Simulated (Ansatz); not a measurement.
FH3NZn (charge +1)

```xyz
6

F     1.4118   -0.5978   -0.8652
N    -1.8647    0.3432    0.6699
Zn   -0.2229    0.1349   -0.0435
H     2.2576   -0.2993   -1.1484
H    -2.4628    0.9814    0.1409
H    -1.8511    0.6627    1.6409
```

Geometry: PBE0-D3(BJ)/def2-SVP.

Theory: isolated molecule in a Gaussian basis; Kohn-Sham density functional theory, functional PBE0 in Ansatz.

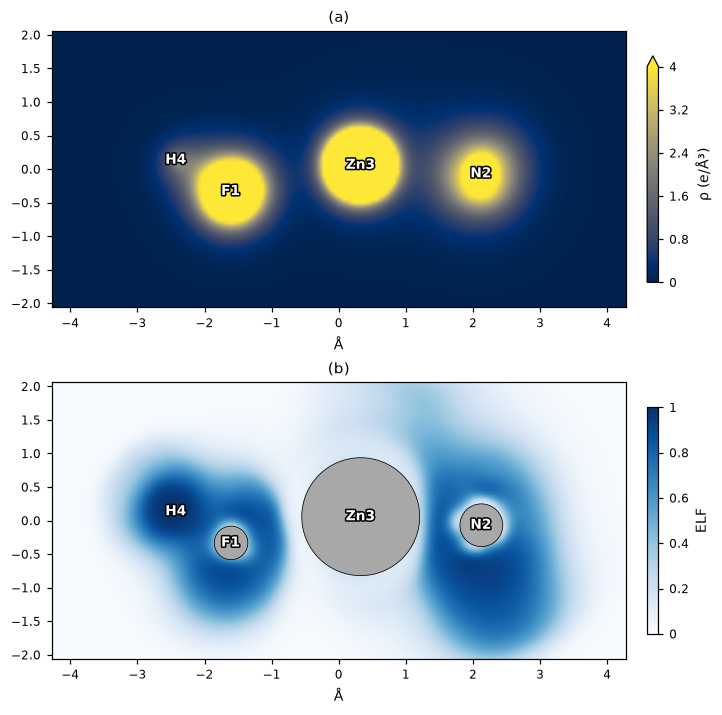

Figure 1. (a) electron density; (b) electron localisation function on the plane of atoms F1, Zn3 and N2. Grey discs cover the atomic cores in the ELF map.

Q: What does the map show?

A: The section cuts through F, N, Zn and H sites. Zn–N (1.80 Å): ρ is about 0.95 e/Å³ halfway; the ELF peaks at about 0.85 in the valence shell of N, 0.6 Å from its nucleus, and is about 0.30 at the midpoint. Zn–F (1.97 Å): ρ at the midpoint is about 0.45 e/Å³; the ELF peaks at about 0.85 in the valence shell of F, 0.5 Å from its nucleus, and is about 0.10 at the midpoint. F–H (0.94 Å): ρ at the midpoint is about 4.5 e/Å³; the ELF climbs to about 1 towards the hydrogen, as it does in any bond to H (a covalent bond by its length). The ELF also peaks beside F1 and N2, away from the bonds: lone-pair regions.

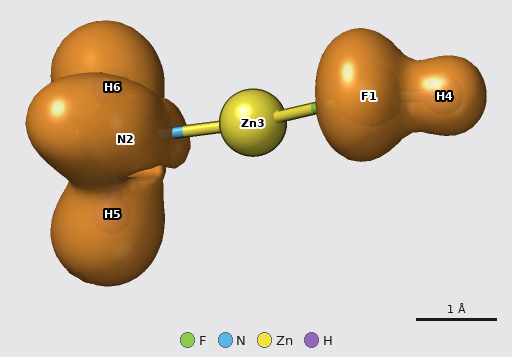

Figure 2. Isosurface of the electron localisation function at 0.75 (orange), seen at a tilt. Only the valence region is drawn (cores and ρ < 0.01 e/Å³ removed).

Q: What do the ELF domains correspond to?

A: The surface consists of one joined region spread over several atoms (F, H), in which their bonds and any lone pairs are merged and one joined region spread over several atoms (H, N), in which their bonds and any lone pairs are merged.

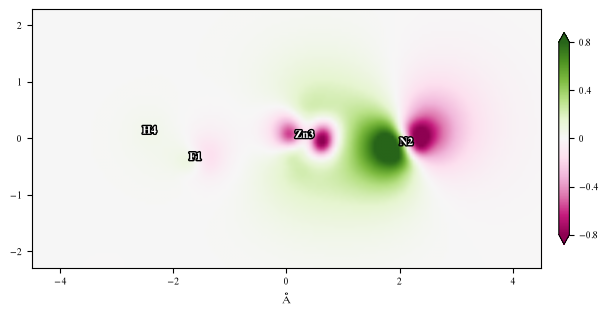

Figure 3. The HOMO−1 on the plane of atoms F1, Zn3 and N2 (values in Å⁻³ᐟ²; the overall sign is arbitrary).

Q: Where does this orbital lie, and at what energy?

A: By Hirshfeld shares it lies mainly on N2 (about 55 %), Zn3 (about 35 %), H6 (about 5 %) and H5 (about 5 %). Its energy is −15.72 eV.

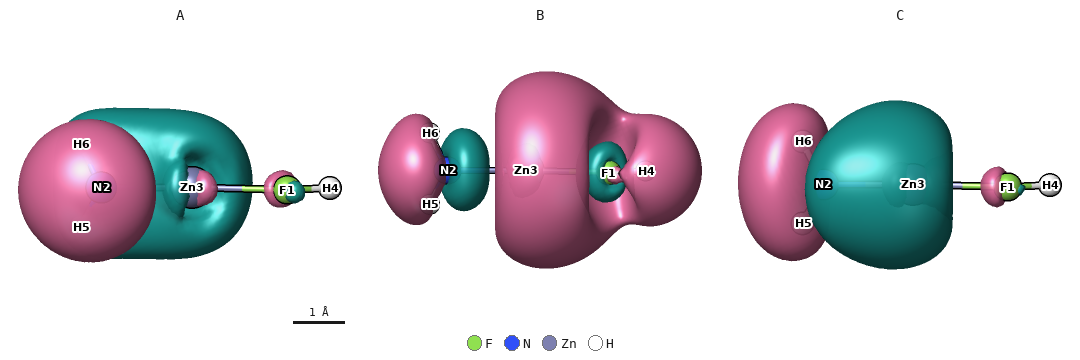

Figure 4. Three frontier orbitals at ±0.06 Å⁻³ᐟ² (teal and pink are the two phases), in no order.

Q: Which picture is the HOMO−1, the HOMO and the LUMO?

A: C is the HOMO−1 (−15.72 eV). It lies mainly on N2 (about 55 %), Zn3 (about 35 %), H6 (about 5 %) and H5 (about 5 %). A is the HOMO (−12.50 eV). Its weight (Hirshfeld) is mainly on N2 (about 70 %) and Zn3 (about 20 %). B is the LUMO (−7.83 eV). It lies mainly on Zn3 (about 60 %), N2 (about 15 %), F1 (about 10 %) and H4 (about 10 %).

Q: What is the HOMO–LUMO gap?

A: 4.67 eV between the orbital energies.
